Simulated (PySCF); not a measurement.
# C₇H₁₁FS: magnetic properties

What do calculations give for the magnetic properties of C₇H₁₁FS (`FC1(SCC2CC2)CC1`)?

Computed with PySCF 2.14.0 and routines of our own; the level stands in each step. Atoms count from 0.

### Step 1. The system as given

20 atoms, charge 0, multiplicity 1; geometry from: GFN2-xTB.

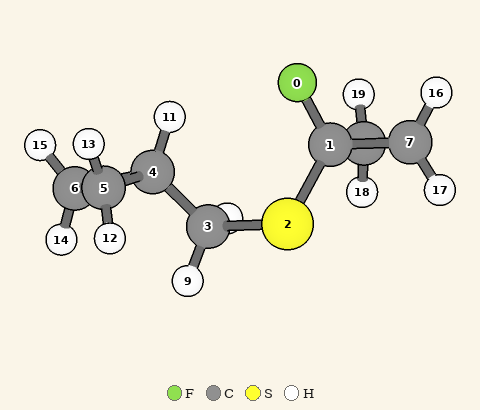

The starting geometry (fluorine green, carbon grey, sulfur yellow, hydrogen white).

### Step 2. Magnetic properties: GIAO KT3/pcSseg-1

What the job is given:

```
{"job": {"kind": "mag", "xc": "KT3", "basis": "pcSseg-1", "isotopologues": 0}, "charge": 0, "multiplicity": 1}
F      1.012564     1.831732    -0.402025
C      1.616324     0.846089     0.333399
S      0.510769     0.057808     1.497095
C     -0.470846    -0.985855     0.347826
C     -1.473171    -0.190296    -0.435338
C     -2.763916     0.207459     0.214216
C     -2.759347    -0.843845    -0.851141
C      3.045895     1.069804     0.700685
C      2.686051     0.063839    -0.358591
H     -0.962428    -1.710217     0.996301
H      0.239111    -1.500224    -0.301470
H     -1.031353     0.516599    -1.126409
H     -2.930237    -0.101949     1.235086
H     -3.175225     1.177686    -0.016352
H     -2.924212    -1.869364    -0.556056
H     -3.165141    -0.600406    -1.820942
H      3.492312     2.001788     0.389446
H      3.376602     0.712172     1.662693
H      2.779534    -0.985100    -0.122592
H      2.891564     0.312958    -1.388866
```

Method: GIAO KT3/pcSseg-1 magnetisability, rotational g tensor and spin-rotation constants, non-relativistic, gas phase.

Command:

```console
$ OMP_NUM_THREADS=1 python excited_run.py task.json out
```

One launch serves the whole session: the jobs run in the order shown.

Log:

```text
coarse grid: 17136 points
cycle   1  E = -779.5700945465  dE =  1.087e+00  |g| = 7.636e-01  |ddm| = 4.073e+00
cycle   2  E = -779.3858384610  dE =  1.843e-01  |g| = 1.258e+00  |ddm| = 1.745e+00
cycle   3  E = -779.6878970963  dE = -3.021e-01  |g| = 1.664e-01  |ddm| = 1.188e+00
cycle   4  E = -779.6937813322  dE = -5.884e-03  |g| = 4.650e-02  |ddm| = 2.253e-01
cycle   5  E = -779.6942046028  dE = -4.233e-04  |g| = 1.464e-02  |ddm| = 5.018e-02
cycle   6  E = -779.6942554687  dE = -5.087e-05  |g| = 4.397e-03  |ddm| = 2.241e-02
cycle   7  E = -779.6942603822  dE = -4.914e-06  |g| = 1.047e-03  |ddm| = 6.101e-03
final grid: 160904 points
cycle   8  E = -779.7567405394  dE = -3.136e-04  |g| = 2.235e-02  |ddm| = 6.853e-02
cycle   9  E = -779.7565673027  dE =  1.732e-04  |g| = 3.974e-02  |ddm| = 4.205e-02
cycle  10  E = -779.7568071637  dE = -2.399e-04  |g| = 2.429e-03  |ddm| = 3.027e-02
cycle  11  E = -779.7568079911  dE = -8.275e-07  |g| = 1.009e-03  |ddm| = 3.395e-03
cycle  12  E = -779.7568082599  dE = -2.688e-07  |g| = 2.059e-04  |ddm| = 1.473e-03
cycle  13  E = -779.7568082704  dE = -1.049e-08  |g| = 6.551e-05  |ddm| = 3.396e-04
cycle  14  E = -779.7568082715  dE = -1.073e-09  |g| = 1.930e-05  |ddm| = 8.252e-05
cycle  15  E = -779.7568082716  dE = -9.277e-11  |g| = 3.282e-06  |ddm| = 2.364e-05
converged SCF energy = -779.7568082716

Magnetisability tensor (1e-30 J/T^2)
    -1626.70       28.80      -69.53
       28.80    -1743.93      199.03
      -69.53      199.03    -1717.05
isotropic -1695.89   principal values   -1944.84  -1622.09  -1520.75
isotropic susceptibility -102.129 1e-6 cm^3/mol

Inertial axes            a          b          c
rot. const./GHz      2.9618     0.7766     0.7351
chi total           -97.872   -115.765    -92.750
chi diamagnetic    -525.507  -1692.258  -1758.083
chi paramagnetic    427.634   1576.493   1665.333
quadrupole/D A        5.250     -2.349     -2.901
g nuclear            0.5788     0.5791     0.5710
g electronic        -0.5950    -0.5752    -0.5751
g total             -0.0162     0.0039    -0.0041

Spin-rotation constants (kHz, H = +C I.J)
atom  isotope        aa         bb         cc
  0    19F        2.884      0.244      0.838
  9     1H       -0.195     -0.009     -0.086
 10     1H       -0.212     -0.079      0.015
 11     1H       -0.197     -0.009     -0.082
 12     1H       -0.315     -0.013     -0.067
 13     1H       -0.316     -0.044     -0.030
 14     1H       -0.251     -0.039     -0.058
 15     1H       -0.251     -0.016     -0.073
 16     1H       -0.136     -0.043     -0.070
 17     1H       -0.256     -0.007     -0.078
 18     1H       -0.315     -0.044     -0.032
 19     1H       -0.329     -0.011     -0.052
  1    13C*       0.928      0.131      0.212
  2    33S*       0.740      0.236      0.263
  3    13C*       0.543      0.150      0.147
  4    13C*       0.581      0.069      0.111
  5    13C*       0.387      0.060      0.137
  7    13C*       0.493      0.078      0.126
* in the singly substituted isotopologue
```

Wall time 58 s (1 thread of AMD EPYC 9R14, shared host); peak memory 0.77 GiB.

Key values:

| quantity | value |
| --- | --- |
| magnetisability | -1696·10⁻³⁰ J/T² |
| molar susceptibility | -102.1·10⁻⁶ cm³/mol |
| rotational g (a, b, c) | -0.0162, 0.0039, -0.0041 |

Orbitals, density, ELF and potential are computed afterwards from the orbital file.

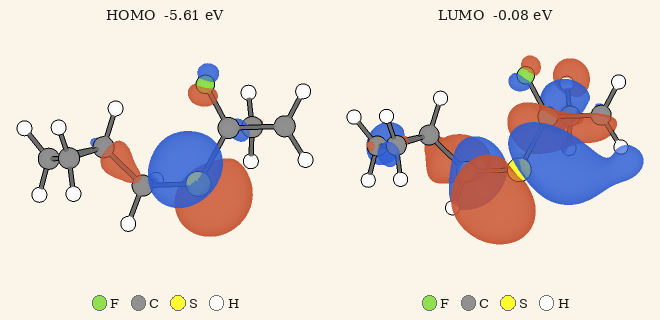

Frontier orbitals at KT3/pcSseg-1; each surface holds 70 % of the orbital's density, blue and red mark the sign.

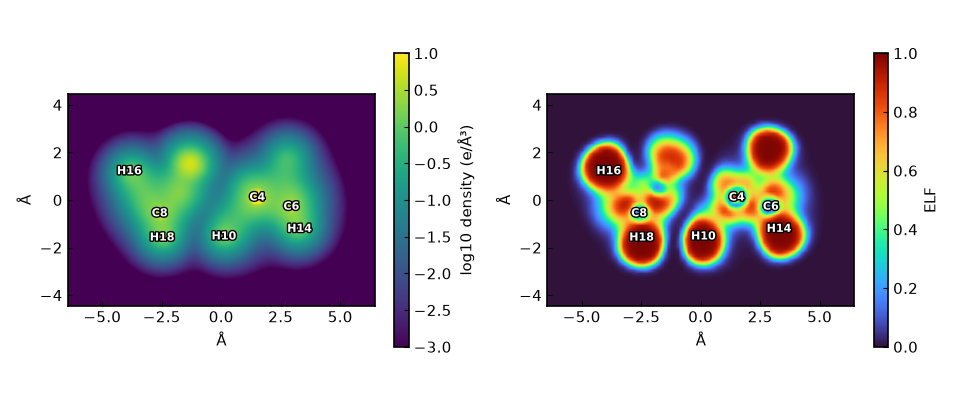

Density (left) and ELF (right) in a plane through or near 7 of the atoms.

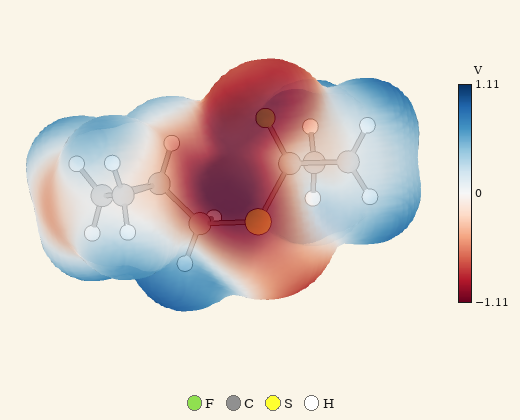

The potential that a unit positive charge feels on the 0.002 e/bohr³ surface, from -1.11 V near S2 to 0.84 V near H9.

### Step 3. Magnetic properties: GIAO PBE0/def2-SVP

The job, as its differences from that of step 2:

```diff
@@ -1,2 +1,2 @@
-{"job": {"kind": "mag", "xc": "KT3", "basis": "pcSseg-1", "isotopologues": 0}, "charge": 0, "multiplicity": 1}
+{"job": {"kind": "mag", "xc": "PBE0", "basis": "def2-SVP"}, "charge": 0, "multiplicity": 1}
 F      1.012564     1.831732    -0.402025
```

Method: GIAO PBE0/def2-SVP magnetisability, rotational g tensor and spin-rotation constants, non-relativistic, gas phase.

Log:

```text
coarse grid: 17136 points
cycle   1  E = -770.2191639040  dE =  1.283e+00  |g| = 5.565e-01  |ddm| = 4.705e+00
cycle   2  E = -770.1854630826  dE =  3.370e-02  |g| = 7.313e-01  |ddm| = 1.238e+00
cycle   3  E = -770.2852343132  dE = -9.977e-02  |g| = 7.582e-02  |ddm| = 7.127e-01
cycle   4  E = -770.2863913510  dE = -1.157e-03  |g| = 2.999e-02  |ddm| = 1.303e-01
cycle   5  E = -770.2866025441  dE = -2.112e-04  |g| = 7.194e-03  |ddm| = 3.770e-02
cycle   6  E = -770.2866152761  dE = -1.273e-05  |g| = 1.711e-03  |ddm| = 1.177e-02
cycle   7  E = -770.2866159943  dE = -7.183e-07  |g| = 4.234e-04  |ddm| = 2.714e-03
final grid: 160904 points
cycle   8  E = -770.3763117491  dE = -4.084e-05  |g| = 1.121e-02  |ddm| = 4.232e-02
cycle   9  E = -770.3762904231  dE =  2.133e-05  |g| = 1.475e-02  |ddm| = 2.788e-02
cycle  10  E = -770.3763434303  dE = -5.301e-05  |g| = 9.795e-04  |ddm| = 1.666e-02
cycle  11  E = -770.3763436213  dE = -1.909e-07  |g| = 2.358e-04  |ddm| = 1.234e-03
cycle  12  E = -770.3763436329  dE = -1.160e-08  |g| = 4.705e-05  |ddm| = 3.265e-04
cycle  13  E = -770.3763436334  dE = -5.111e-10  |g| = 2.133e-05  |ddm| = 1.158e-04
converged SCF energy = -770.3763436334

Magnetisability tensor (1e-30 J/T^2)
    -1683.99       23.85      -65.76
       23.85    -1803.98      198.94
      -65.76      198.94    -1782.82
isotropic -1756.93   principal values   -2004.91  -1682.47  -1583.41
isotropic susceptibility -105.805 1e-6 cm^3/mol

Inertial axes            a          b          c
rot. const./GHz      2.9618     0.7766     0.7351
chi total          -101.437   -119.562    -96.415
chi diamagnetic    -525.181  -1691.749  -1757.822
chi paramagnetic    423.743   1572.188   1661.407
quadrupole/D A        5.316     -2.592     -2.724
g nuclear            0.5788     0.5791     0.5710
g electronic        -0.5896    -0.5736    -0.5738
g total             -0.0108     0.0055    -0.0028

Spin-rotation constants (kHz, H = +C I.J)
atom  isotope        aa         bb         cc
  0    19F        1.984      0.172      0.603
  9     1H       -0.207     -0.012     -0.087
 10     1H       -0.226     -0.081      0.011
 11     1H       -0.207     -0.011     -0.084
 12     1H       -0.324     -0.015     -0.068
 13     1H       -0.325     -0.046     -0.032
 14     1H       -0.262     -0.041     -0.060
 15     1H       -0.261     -0.018     -0.075
 16     1H       -0.148     -0.046     -0.072
 17     1H       -0.267     -0.010     -0.080
 18     1H       -0.326     -0.046     -0.034
 19     1H       -0.337     -0.014     -0.055
  1    13C*       0.859      0.114      0.195
  2    33S*       0.621      0.206      0.231
  3    13C*       0.467      0.133      0.127
  4    13C*       0.514      0.056      0.089
  5    13C*       0.308      0.046      0.122
  7    13C*       0.428      0.063      0.106
* in the singly substituted isotopologue
```

Run time: 27 s. Hardware: 1 thread of AMD EPYC 9R14, shared host; peak memory 0.86 GiB.

Key values:

| quantity | value |
| --- | --- |
| magnetisability | -1757·10⁻³⁰ J/T² |
| molar susceptibility | -105.8·10⁻⁶ cm³/mol |
| rotational g (a, b, c) | -0.0108, 0.0055, -0.0028 |

### Step 4. The levels compared

| level | ξ (10⁻³⁰ J/T²) | g(a) | g(b) | gap (eV) | functions | time |
| --- | --- | --- | --- | --- | --- | --- |
| GIAO KT3/pcSseg-1 | -1696 | -0.0162 | 0.0039 | 5.53 | 215 | 58 s |
| GIAO PBE0/def2-SVP | -1757 | -0.0108 | 0.0055 | 7.97 | 185 | 27 s |

### Step 5. Outcome

```
                                          quantity                      value
       magnetisability (step 2, GIAO KT3/pcSseg-1)           -1696·10⁻³⁰ J/T²
  molar susceptibility (step 2, GIAO KT3/pcSseg-1)        -102.1·10⁻⁶ cm³/mol
rotational g (a, b, c) (step 2, GIAO KT3/pcSseg-1)   -0.0162, 0.0039, -0.0041
             surface potential, least and greatest         -1.11 V and 0.84 V
                   magnetisability over the levels  -1757 to -1696·10⁻³⁰ J/T²
```

In words: The magnetisability spreads by 3.5 % over 2 levels, from GIAO PBE0/def2-SVP (27 s) to GIAO KT3/pcSseg-1 (58 s); the runs took 27 s to 58 s. Two levels can agree by chance, so this spread shows no convergence. Vibrational averaging and real surroundings are missing from these values.
